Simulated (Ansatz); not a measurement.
# Nb2BN, from a guessed structure to a relaxed one

Starting from a made-up structure for Nb2BN, the aim is the relaxed cell, its shortest contacts and, where a second run follows, its electronic structure.

Calculated with Ansatz 0.2.0; DFT, r2SCAN, plane-wave PAW, default files, scalar-relativistic, no spin, cell and ions relaxed at zero pressure, in the first sound run; inputs show where later runs differ.

### 1. Starting point

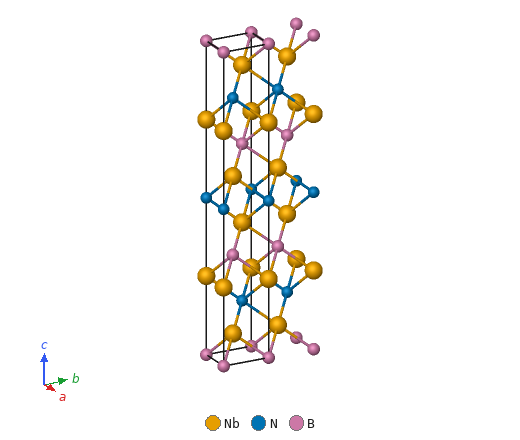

Start, viewed slightly off an axis; niobium orange, nitrogen blue, boron pink. 1×2×1 cells are drawn. This picture shows the conventional cell, with its axes. Bonds to atoms that aren't drawn are left out. Some periodic images of atoms are drawn too.

### 2. Relaxing cell and atoms

The guess takes its coordinates from another compound and its volume from a rule, so the cell and any free coordinates are relaxed together.

Contents of input.yaml:

```yaml
crystal:
  lattice:
    - [1.5, 0.866025404, 4.960333333]
    - [-1.5, 0.866025404, 4.960333333]
    - [0.0, -1.732050808, 4.960333333]
  atoms:
    - { symbol: Nb, position: [0.250800002, 0.250800002, 0.250800002] }
    - { symbol: Nb, position: [0.749199998, 0.749199998, 0.749199998] }
    - { symbol: "N", position: [0.5, 0.5, 0.5] }
    - { symbol: B, position: [0.0, 0.0, 0.0] }
kpoints:
  mp_grid: { grid: [10, 10, 10] }
scf:
  occupations: { method: fermi_dirac, width: 0.05 }
hamiltonian:
  xc: r2scan
  pseudopotentials: { kind: paw }
relax:
  f_tol: 0.015
  max_steps: 70
  cell: {}
output:
  forces: true
  stress: true
```

Run with:

```bash
$ ansatz run input.yaml --threads 4 --pin off --max-ram 8192MiB --backend cpu --events-out ev --progress --plain --runs-dir out
```

Numbers of over 12 decimals in the logs are rounded to 6 here.

The program printed:

```text
basis.fft_grid_basis auto: the FFT boxes are laid along the combinations [[1, 0, -1], [0, 1, -1], [0, 0, 1]] of the cell's own vectors, 3.000, 3.000 and 5.254 Å long. The dense box has 24×24×40 points. Along the cell's own vectors, as sized, it would have 40×40×40, 2.78 times as many. Of the 12 symmetry operations that the crystal satisfies within crystal.symmetry.tolerance (time reversal apart; of a slab, those that [...]
Engine: ansatz 0.2.0, aarch64-unknown-linux-gnu
Pseudopotentials: kind: paw
Pseudopotential: Nb, paw, valence charge 13, recommended cutoff 500 eV (meta_gga), Nb.paw.azcp
Pseudopotential: N, paw, valence charge 5, recommended cutoff 500 eV (meta_gga), N.paw.azcp
Pseudopotential: B, paw, valence charge 3, recommended cutoff 500 eV (meta_gga), B.paw.azcp
Functional definition: r2SCAN
  parameter k0 = 0.174
  parameter k1 = 0.065
  parameter a1 = 4.9479
  exchange = r2scan_x(k0 = k0, k1 = k1, a1 = a1)
  correlation = r2scan_c
Crystal: 4 atoms, lattice volume = 38.662 Å³
Basis set: ecut = 500 eV, 1009 PW (Γ), FFT grids on a1−a3, a2−a3, a3, exchange–correlation on 96×96×160 points (64 copies of the dense FFT grid, shifted against one another)
Bands: 21, of which v1, the nominal top of the filled ones, is band 17 counted from 1 (16 counted from 0)
Symmetry: 12 space group operations
Space group: R-3m (ITA 166), of the structure as read, at distance tolerance 3.4e-5 Å
k-points: 116 of 1000
Non-local potential: Nb, projectors of the file, l = 0: 3, l = 1: 2, l = 2: 2, l = 3: 1
Non-local potential: N, projectors of the file, l = 0: 2, l = 1: 2, l = 2: 1
Non-local potential: B, projectors of the file, l = 0: 2, l = 1: 2, l = 2: 1
PAW form: soft (Blöchl's): semilocal exchange-correlation on the pseudo side does not see the compensation charge
PAW frozen core: Nb, regenerated for the run's functional (the file was generated under x = pbe(κ = 0.804, μ = 0.219515), c = pbe(β = 0.066725))
PAW frozen core: N, regenerated for the run's functional (the file was generated under x = pbe(κ = 0.804, μ = 0.219515), c = pbe(β = 0.066725))
PAW frozen core: B, regenerated for the run's functional (the file was generated under x = pbe(κ = 0.804, μ = 0.219515), c = pbe(β = 0.066725))
PAW one-centre angular grid: Nb, 590 points (default); XC on 160 Gauss nodes
PAW one-centre angular grid: N, 302 points (default); XC on 160 Gauss nodes
PAW one-centre angular grid: B, 302 points (default); XC on 160 Gauss nodes
Initial density: superposition of atomic densities (neutral atoms: chi_scale 0, normalization atom), corrected by the library's trained network
Initial wavefunctions: pseudopotential atomic-orbital guess
Functional: x = r2scan, c = r2scan; τ floored in thin density (d = 2e-4 eV/Å³)
SCF iter   1: F=—  HF=-9670.773782 eV  |F-HF|=—  |Δ(HF+E_count)|=         —  Δρ=1.38e-2  dr2=1.06e-1  dr2_τ=4.14e-1  ethr=1.77e-3  ⟨swp⟩=5.9  Hψ=11841  notcnv=0
preconditioner: auto → Kerker (q_TF=auto, 2.670 Å⁻¹)  [metal: Δε(μ)=0.013 eV  Ē_g=8.964 eV  σ=0.050 eV  W_gap=0.06  n_scr=16 (ndim 8)  ℏωp=25.3 eV  f_vac=0.000  D(μ)=0.91/eV (n_scr^D=2)]
SCF iter   2: F=—  HF=-9670.839740 eV  |F-HF|=—  |Δ(HF+E_count)|=   6.60e-2  Δρ=8.27e-3  dr2=3.48e-2  dr2_τ=1.33e-3  ethr=3.10e-4  ⟨swp⟩=2.0  Hψ=4872  notcnv=0
SCF iter   3: F=—  HF=-9670.838489 eV  |F-HF|=—  |Δ(HF+E_count)|=   1.25e-3  Δρ=1.84e-3  dr2=3.14e-3  dr2_τ=1.33e-4  ethr=1.02e-4  ⟨swp⟩=2.0  Hψ=3798  notcnv=0
SCF iter   4: F=—  HF=-9670.838613 eV  |F-HF|=—  |Δ(HF+E_count)|=   1.23e-4  Δρ=1.23e-3  dr2=5.47e-4  dr2_τ=1.09e-4  ethr=9.23e-6  ⟨swp⟩=2.0  Hψ=3490  notcnv=0
SCF iter   5: F=—  HF=-9670.838560 eV  |F-HF|=—  |Δ(HF+E_count)|=   5.31e-5  Δρ=3.05e-4  dr2=6.65e-5  dr2_τ=6.53e-6  ethr=1.61e-6  ⟨swp⟩=2.0  Hψ=3449  notcnv=0
SCF iter   6: F=—  HF=-9670.838565 eV  |F-HF|=—  |Δ(HF+E_count)|=   5.89e-6  Δρ=7.56e-5  dr2=1.96e-6  dr2_τ=9.23e-8  ethr=1.96e-7  ⟨swp⟩=2.0  Hψ=3602  notcnv=0
SCF iter   7: F=—  HF=-9670.838567 eV  |F-HF|=—  |Δ(HF+E_count)|=   1.45e-6  Δρ=2.16e-5  dr2=1.54e-7  dr2_τ=6.73e-9  ethr=5.76e-9  ⟨swp⟩=2.1  Hψ=4055  notcnv=0
SCF iter   8: F=-9670.838567 eV  HF=-9670.838567 eV  |F-HF|=7.28e-12  |Δ(HF+E_count)|=   1.18e-7  Δρ=5.37e-6  dr2=9.69e-9  dr2_τ=4.82e-10  ethr=2.94e-10  ⟨swp⟩=4.7  Hψ=8760  notcnv=0
SCF 1 converged in 8 iterations: F = -9670.838567 eV  dr2 = 9.69e-9
  greatest PAW one-centre occupation: 1.000 electrons in one spin orbital (limit 2), on the Nb atom at site 1 (counted from 0), in its partial waves of l = 0
relax step   1: F+E_penalty+E_count = -9670.83856696 eV  Δ(F+E_penalty+E_count) = +0.000e0 eV  max|allowed force component| = 2.751e-1 eV/Å  Δτ_max = 0.0000 Å  P = +69.477 GPa  Ω = 38.662 Å³  (8 SCF iters, dr2 threshold 1.00e-7 eV, accepted)
Crystal: 4 atoms, lattice volume = 44.453 Å³
Basis set: ecut = 500 eV, 1105 PW (Γ), FFT grids on a1−a3, a2−a3, a3, exchange–correlation on 96×96×160 points (64 copies of the dense FFT grid, shifted against one another)
Initial density: handed on by an earlier stage of this run
Initial wavefunctions: those handed on with the density
iter 1 solved again at ethr=1.47e-3 eV; its pass at ethr=3.10e-3 eV (dr2=4.99e-1 eV) is discarded
SCF iter   1: F=—  HF=-9671.412162 eV  |F-HF|=—  |Δ(HF+E_count)|=         —  Δρ=2.14e-2  dr2=5.05e-1  dr2_τ=7.69e-1  ethr=1.47e-3  ⟨swp⟩=1.0  Hψ=15443  notcnv=0
preconditioner: auto → Kerker (q_TF=auto, 2.609 Å⁻¹)  [metal: Δε(μ)=0.047 eV  Ē_g=7.847 eV  σ=0.050 eV  W_gap=0.22  n_scr=16 (ndim 8)  ℏωp=23.6 eV  f_vac=0.000  D(μ)=1.06/eV (n_scr^D=2)]
SCF iter   2: F=—  HF=-9672.196974 eV  |F-HF|=—  |Δ(HF+E_count)|=   7.85e-1  Δρ=1.45e-2  dr2=2.03e-1  dr2_τ=3.95e-3  ethr=1.47e-3  ⟨swp⟩=3.0  Hψ=4815  notcnv=0
SCF iter   3: F=—  HF=-9672.166010 eV  |F-HF|=—  |Δ(HF+E_count)|=   3.10e-2  Δρ=7.25e-3  dr2=2.94e-2  dr2_τ=3.88e-3  ethr=5.97e-4  ⟨swp⟩=2.0  Hψ=3945  notcnv=0
SCF iter   4: F=—  HF=-9672.161184 eV  |F-HF|=—  |Δ(HF+E_count)|=   4.83e-3  Δρ=2.29e-3  dr2=3.28e-3  dr2_τ=8.60e-4  ethr=8.65e-5  ⟨swp⟩=2.0  Hψ=4685  notcnv=0
SCF iter   5: F=—  HF=-9672.161009 eV  |F-HF|=—  |Δ(HF+E_count)|=   1.75e-4  Δρ=9.02e-4  dr2=9.73e-4  dr2_τ=2.27e-5  ethr=9.64e-6  ⟨swp⟩=2.0  Hψ=3210  notcnv=0
SCF iter   6: F=—  HF=-9672.160982 eV  |F-HF|=—  |Δ(HF+E_count)|=   2.66e-5  Δρ=3.48e-4  dr2=7.27e-5  dr2_τ=2.98e-6  ethr=2.86e-6  ⟨swp⟩=2.0  Hψ=3354  notcnv=0
SCF iter   7: F=—  HF=-9672.160982 eV  |F-HF|=—  |Δ(HF+E_count)|=   4.70e-8  Δρ=4.58e-5  dr2=1.04e-6  dr2_τ=8.95e-8  ethr=2.14e-7  ⟨swp⟩=2.0  Hψ=3493  notcnv=0
[...]
iter 1 solved again at ethr=3.23e-5 eV; its pass at ethr=3.10e-3 eV (dr2=1.10e-2 eV) is discarded
SCF iter   1: F=—  HF=-9672.170512 eV  |F-HF|=—  |Δ(HF+E_count)|=         —  Δρ=3.24e-3  dr2=1.11e-2  dr2_τ=3.75e-2  ethr=3.23e-5  ⟨swp⟩=1.1  Hψ=14791  notcnv=0
preconditioner: auto → Kerker (q_TF=auto, 2.598 Å⁻¹)  [metal: Δε(μ)=0.006 eV  Ē_g=7.805 eV  σ=0.050 eV  W_gap=0.03  n_scr=16 (ndim 8)  ℏωp=23.3 eV  f_vac=0.000  D(μ)=1.08/eV (n_scr^D=2)]
SCF iter   2: F=—  HF=-9672.208923 eV  |F-HF|=—  |Δ(HF+E_count)|=   3.84e-2  Δρ=2.42e-3  dr2=5.15e-3  dr2_τ=1.06e-4  ethr=3.23e-5  ⟨swp⟩=2.0  Hψ=4640  notcnv=0
SCF iter   3: F=—  HF=-9672.208599 eV  |F-HF|=—  |Δ(HF+E_count)|=   3.25e-4  Δρ=2.15e-3  dr2=2.61e-3  dr2_τ=3.61e-4  ethr=1.51e-5  ⟨swp⟩=2.0  Hψ=3511  notcnv=0
SCF iter   4: F=—  HF=-9672.208123 eV  |F-HF|=—  |Δ(HF+E_count)|=   4.76e-4  Δρ=4.38e-4  dr2=1.91e-4  dr2_τ=1.09e-5  ethr=7.68e-6  ⟨swp⟩=2.0  Hψ=3341  notcnv=0
SCF iter   5: F=—  HF=-9672.208109 eV  |F-HF|=—  |Δ(HF+E_count)|=   1.35e-5  Δρ=2.10e-4  dr2=3.09e-5  dr2_τ=1.50e-6  ethr=5.62e-7  ⟨swp⟩=2.0  Hψ=3456  notcnv=0
SCF iter   6: F=—  HF=-9672.208106 eV  |F-HF|=—  |Δ(HF+E_count)|=   3.82e-6  Δρ=5.11e-5  dr2=1.42e-6  dr2_τ=1.15e-7  ethr=9.08e-8  ⟨swp⟩=2.0  Hψ=3496  notcnv=0
SCF iter   7: F=-9672.208106 eV  HF=-9672.208106 eV  |F-HF|=9.49e-9  |Δ(HF+E_count)|=   1.28e-8  Δρ=7.08e-6  dr2=2.83e-8  dr2_τ=8.27e-10  ethr=1.18e-9  ⟨swp⟩=4.5  Hψ=8025  notcnv=0
SCF 3 converged in 7 iterations: F = -9672.208106 eV  dr2 = 2.83e-8
relax step   3: F+E_penalty+E_count = -9672.20810563 eV  Δ(F+E_penalty+E_count) = -4.712e-2 eV  max|allowed force component| = 1.392e-1 eV/Å  Δτ_max = 0.0084 Å  P = +2.217 GPa  Ω = 45.643 Å³  energy of the carried Pulay correction = -3.952e-3 eV  (7 SCF iters, dr2 threshold 4.00e-7 eV, accepted)
[...]
relax step   4: F+E_penalty+E_count = -9672.20784318 eV  Δ(F+E_penalty+E_count) = +2.624e-4 eV  max|allowed force component| = 7.488e-2 eV/Å  Δτ_max = 0.0065 Å  P = -0.308 GPa  Ω = 46.075 Å³  energy of the carried Pulay correction = -4.176e-3 eV  (6 SCF iters, dr2 threshold 4.00e-7 eV, rejected (line search))
[...]
relax step   5: F+E_penalty+E_count = -9672.21175289 eV  Δ(F+E_penalty+E_count) = -3.647e-3 eV  max|allowed force component| = 3.659e-2 eV/Å  Δτ_max = 0.0070 Å  P = -0.047 GPa  Ω = 46.034 Å³  energy of the carried Pulay correction = -4.154e-3 eV  (8 SCF iters, accepted)
[...]
relax step   6: F+E_penalty+E_count = -9672.21183630 eV  Δ(F+E_penalty+E_count) = -8.341e-5 eV  max|allowed force component| = 8.343e-3 eV/Å  Δτ_max = 0.0012 Å  P = +0.048 GPa  Ω = 46.013 Å³  energy of the carried Pulay correction = -4.144e-3 eV  (5 SCF iters, dr2 threshold 8.45e-8 eV, accepted)
[...]
relax step   7: F+E_penalty+E_count = -9672.21183653 eV  Δ(F+E_penalty+E_count) = -2.363e-7 eV  max|allowed force component| = 7.385e-5 eV/Å  Δτ_max = 0.0003 Å  P = -0.000 GPa  Ω = 46.020 Å³  energy of the carried Pulay correction = -4.147e-3 eV  (6 SCF iters, dr2 threshold 6.45e-9 eV, accepted)
[...]
relax step   8: F+E_penalty+E_count = -9672.21701984 eV  Δ(F+E_penalty+E_count) = -5.183e-3 eV  max|allowed force component| = 8.740e-4 eV/Å  Δτ_max = 0.0000 Å  P = +0.070 GPa  Ω = 46.020 Å³  stress off target by 7.09e-2 GPa  SCF on the basis re-selected at this cell (its energy is not comparable with the rows above)  (7 SCF iters)
[...]
relax step   9: F+E_penalty+E_count = -9672.21701651 eV  Δ(F+E_penalty+E_count) = +3.325e-6 eV  max|allowed force component| = 5.516e-5 eV/Å  Δτ_max = 0.0000 Å  P = +0.000 GPa  Ω = 46.031 Å³  energy of the carried Pulay correction = -5.823e-6 eV  (5 SCF iters, dr2 threshold 1.26e-8 eV, accepted)
iter 1 solved again at ethr=1.56e-8 eV; its pass at ethr=3.10e-3 eV (dr2=5.30e-6 eV) is discarded
SCF iter   1: F=—  HF=-9672.217023 eV  |F-HF|=—  |Δ(HF+E_count)|=         —  Δρ=2.10e-6  dr2=3.78e-9  dr2_τ=6.34e-10  ethr=1.56e-8  ⟨swp⟩=3.4  Hψ=18952  notcnv=0
SCF iter   2: F=—  HF=-9672.217023 eV  |F-HF|=—  |Δ(HF+E_count)|=   1.64e-7  Δρ=1.13e-6  dr2=1.81e-9  dr2_τ=5.54e-11  ethr=1.11e-11  ⟨swp⟩=2.3  Hψ=3696  notcnv=0
SCF iter   3: F=—  HF=-9672.217023 eV  |F-HF|=—  |Δ(HF+E_count)|=  3.46e-11  Δρ=7.64e-7  dr2=4.60e-10  dr2_τ=4.66e-11  ethr=5.32e-12  ⟨swp⟩=2.1  Hψ=3183  notcnv=0
SCF iter   4: F=-9672.217023 eV  HF=-9672.217023 eV  |F-HF|=0.00e0  |Δ(HF+E_count)|=  4.00e-11  Δρ=1.24e-7  dr2=6.57e-12  dr2_τ=1.66e-12  ethr=1.00e-12  ⟨swp⟩=3.4  Hψ=10751  notcnv=0
SCF 10 converged in 4 iterations: F = -9672.217023 eV  dr2 = 6.57e-12
relax step  10: F+E_penalty+E_count = -9672.21702279 eV  Δ(F+E_penalty+E_count) = -6.278e-6 eV  max|allowed force component| = 2.288e-5 eV/Å  Δτ_max = 0.0000 Å  P = +0.000 GPa  Ω = 46.031 Å³  stress off target by 6.82e-4 GPa  SCF on the basis re-selected at this cell (its energy is not comparable with the rows above)  (4 SCF iters)
basis re-selected at this cell: Δ(F+E_penalty+E_count) = -6.278e-6 eV, ΔP = -0.000 GPa vs the last step (what re-selecting the basis moved, of the pressure what is left beyond the Pulay correction that the steps carried, after the strain that the cell walked since its last selection, with what the two solves' SCF thresholds leave and, on support functions, any second-order correction that the steps lacked; it is no m [...]
SCF converged after 4 iterations
Free energy (F): -9672.217023 eV
Harris-Foulkes:  -9672.217023 eV  (|F-HF|=0.00e0)
Internal energy: -9672.208171 eV  (E = F + TS)
E sigma→0 (E₀):  -9672.212597 eV
Entropy (-TS):   -0.008852 eV (-2.213 meV/atom)
Fermi energy:    18.106679 eV
--- Per-component energies (eV) ---
  E_band       = -115.898155
  E_kinetic    = 968.546436
  E_local      = -1494.069769  (includes V_loc(G=0)·N_el)
  E_nonlocal   = 291.716367
  E_hartree    = 459.811083
  E_xc         = -432.712600
  E_vxc        = -601.465158  (∫ρ·V_xc dr)
  E_paw        = -6387.704745  (= ΣΔE_a)
  E_vpaw       = -236.233791  (= ΣTr[D̂ρ^β])
  E_aug_tail   = 0.000023  (compensation charges beyond the density's cutoff)
  E_vtau       = 35.985523  (kinetic-family band-sum trace: ∫τ·v_τ [+ j·A + Jᵃ·Aᵃ] dr)
  E_ewald      = -3077.362098
  E_core_change = -0.432868  (= ΣΔE_core)
  E_smearing   = -0.008852  (= −TS)
  E_closure    = 0.000000  (closes the sum)
  Σ components = -9672.217023   (vs F -9672.217023, Δ=0.00e0)
--- Forces (eV/Å), atoms counted from 1 ---
  atom   1  Nb     0.00000000     0.00000000    -0.00002288
  atom   2  Nb     0.00000000    -0.00000000     0.00002288
  atom   3  N     -0.00000000    -0.00000000    -0.00000000
  atom   4  B      0.00000000    -0.00000000    -0.00000000
  max |Σ_I F_I| component: 2.89e-18 eV/Å
--- Stress (GPa, compression-positive) ---
        0.000323       0.000000       0.000000
        0.000000       0.000323       0.000000
        0.000000       0.000000       0.000682
  P = ⅓ Tr σ = 0.0004 GPa (0.004 kbar)
--- Band table (eV; the first three rows and the last of 116) ---
  k-point 0: bands = [... 13 lower, 16.8896, 16.9797, 16.9797, 17.0863, 17.6954, 17.6954, 18.5829, 18.5829]
  k-point 1: bands = [... 13 lower, 15.9092, 16.1938, 16.5272, 16.8851, 17.9442, 18.1089, 19.1594, 19.8277]
  k-point 2: bands = [... 13 lower, 14.5327, 15.2580, 15.9499, 16.8249, 18.5930, 18.8621, 19.7812, 19.8278]
  k-point 115: bands = [... 13 lower, 13.4232, 15.2128, 15.2128, 18.1465, 18.1465, 18.4897, 18.8413, 18.8413]
--- Relaxed structure (8 steps of the walk, 7 accepted, 2 SCFs on fresh bases) ---
  F+E_penalty+E_count = -9672.21702279 eV   max|allowed force component| = 2.288e-5 eV/Å   (the final SCF, on the basis selected at the relaxed cell)
  cell:  # Å, volume = 46.0309 Å³
    - [1.591085, 0.918613, 5.248953]
    - [-1.591085, 0.918613, 5.248953]
    - [0, -1.837226, 5.248953]
  atoms:
    - { symbol: Nb, position: [0.252345, 0.252345, 0.252345] }
    - { symbol: Nb, position: [0.747655, 0.747655, 0.747655] }
    - { symbol: N, position: [0.500000, 0.500000, 0.500000] }
    - { symbol: B, position: [0, 0, 0] }
```

Run time: 24 s. Hardware: 4 threads of Arm Neoverse V2, shared host; peak memory 0.55 GiB; 91 s of CPU time.

Relaxation path:

```csv
step,energy less that of the first step (eV),largest force component (eV/Å),pressure (GPa),volume (Å³)
1,0.0000,0.2751,69.48,38.66
2,-1.3224,0.2542,10.11,44.45
3,-1.3695,0.1392,2.22,45.64
4,-1.3693,0.0749,-0.31,46.07
5,-1.3732,0.0366,-0.05,46.03
6,-1.3733,0.0083,0.05,46.01
7,-1.3733,0.0001,0.00,46.02
8*,-1.3785,0.0009,0.07,46.02
9,-1.3785,0.0001,0.00,46.03
10*,-1.3785,0.0000,0.00,46.03
```

Relaxation steps marked * repeat the geometry before them on a plane-wave basis chosen anew for their cell, so energy and pressure can jump there. Relaxation step 4 was tried and not accepted.

Forces are held to the 12 operations that the run works with; a distortion that breaks them can't arise in this run.

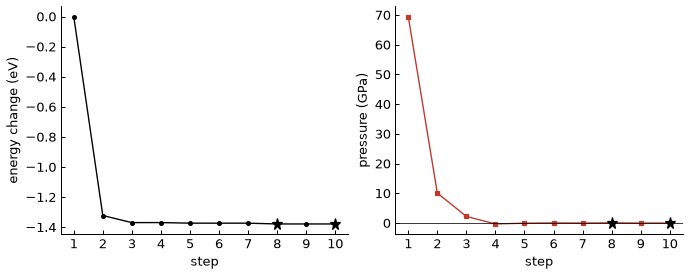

Energy and pressure along the relaxation. Stars mark steps on a basis chosen anew.

```csv
"conventional cell, symmetrised",before,after,change
a (Å),3.000,3.182,+6.1 %
b (Å),3.000,3.182,+6.1 %
c (Å),14.881,15.747,+5.8 %
volume (Å³/atom),9.67,11.51,+19.1 %
```

The atoms that moved most (Å, as changes of fractional coordinates times the final cell):

```csv
atom,dx,dy,dz,length
Nb1,0.000,0.000,0.024,0.024
Nb2,0.000,0.000,-0.024,0.024
```

Final coordinates:

```xyz
4
Lattice="1.5911 0.9186 5.2490 -1.5911 0.9186 5.2490 0.0000 -1.8372 5.2490" Properties=species:S:1:pos:R:3 pbc="T T T"
Nb    0.0000    0.0000    3.9736
Nb    0.0000    0.0000   11.7732
N     0.0000    0.0000    7.8734
B     0.0000    0.0000    0.0000
```

Numbers from this step:

```
free energy             : -9672.2170 eV
energy at zero smearing : -9672.2126 eV
smearing term TS        : 0.008852 eV
Fermi energy            : 18.11 eV
electrons               : 34
symmetry operations     : 12
pressure                : 4.43e-4 GPa
```

The shortest distance of each pair, which need not be the same contact before and after:

```
 pair  guess (Å)  relaxed (Å)
 B–Nb      2.123        2.236
 N–Nb      2.137        2.279
Nb–Nb      3.000        3.143
  N–N      3.000        3.182
  B–B      3.000        3.182
```

The relaxation ends with a largest force component of 2.3e-5 eV/Å and a pressure of 0.00 GPa.

[end of part 1 of 2]

[Logs are printed without paths, hosts, clocks, repeated set-up lines and the standing remarks that a program may print on its own settings, such as how far it seeks lower states.]

[Hosts, paths, dates, database ids (printed as entryN), source tags and the programs' standing remarks are cut or masked in the printed files.]
